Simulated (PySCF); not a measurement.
Cd(Me)(OSiH3), SMILES [CH3][Cd][O][SiH3] at its PBE0/def2-SVP optimised geometry (Å):

```
10

Cd    -1.0187     0.5780     0.0000
C     -3.1016     0.6279    -0.0683
H     -3.4570     1.6681    -0.0729
H     -3.5184     0.1143     0.8095
H     -3.4601     0.1249    -0.9775
O      0.9528     0.5780     0.0000
Si     2.2631    -0.1864     0.6125
H      2.3811    -0.0182     2.1020
H      3.5184     0.3535    -0.0008
H      2.2380    -1.6681     0.3547
```

Method: PBE0/def2-TZVP, def2 effective core potentials past Kr (PySCF). The core electrons that the potentials of Cd replace are not part of the density. Cells within 0.4 Å of a nucleus heavier than hydrogen are left out (blank, or x).

Map of the LUMO amplitude (bohr^(-3/2)) on the plane z = 0.0 Å; orbital energy -0.86 eV, overall sign arbitrary:

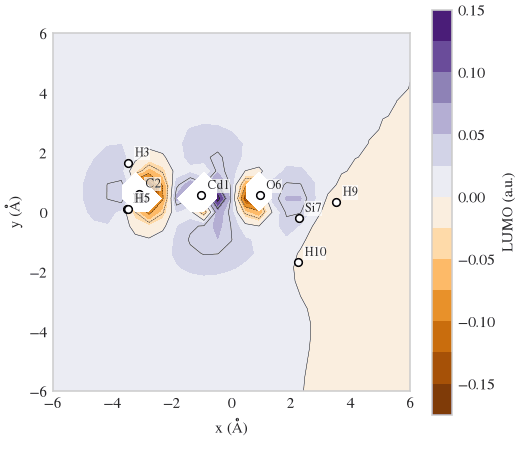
Fig. 1. LUMO amplitude (bohr^(-3/2)) on the plane z = 0.0 Å.
